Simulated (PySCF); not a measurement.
C2H8BiNTe2, SMILES C[N](C)[Bi]([TeH])[TeH], singlet at its CAM-B3LYP/def2-SVP optimised geometry (Å):

```
14

Bi     0.5667     0.6100     0.0000
N      0.1201     0.9642    -2.0836
C     -0.0428     2.3650    -2.4018
C     -0.7823     0.1167    -2.8243
H      0.1791     2.5425    -3.4705
H     -1.0688     2.7501    -2.2175
H      0.6594     2.9916    -1.8261
H     -1.8525     0.3188    -2.6079
H     -0.6318     0.2701    -3.9090
H     -0.5860    -0.9439    -2.6132
Te    -2.0809     0.6415     1.1935
H     -2.2454     2.2514     0.8017
Te     0.5813    -2.2514     0.0000
H      2.2454    -2.2514     0.0000
```

Calculation: CAM-B3LYP/def2-TZVP, def2 effective core potentials past Kr (PySCF). The core electrons that the potentials of Bi, Te replace are not part of the density. Cells within 0.4 Å of a nucleus heavier than hydrogen are left out (blank, or x).

Map of the deformation density (molecule minus spherical neutral atoms) (e/bohr³) on the plane z = 1.2 Å:

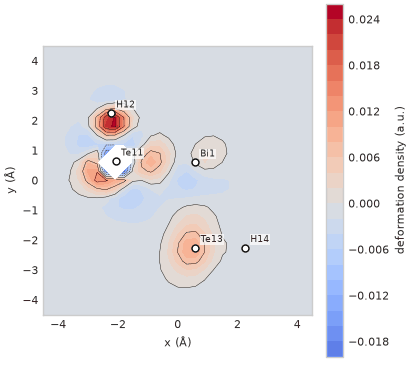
Fig. 1. Deformation density (molecule minus spherical neutral atoms) (e/bohr³) on the plane z = 1.2 Å.
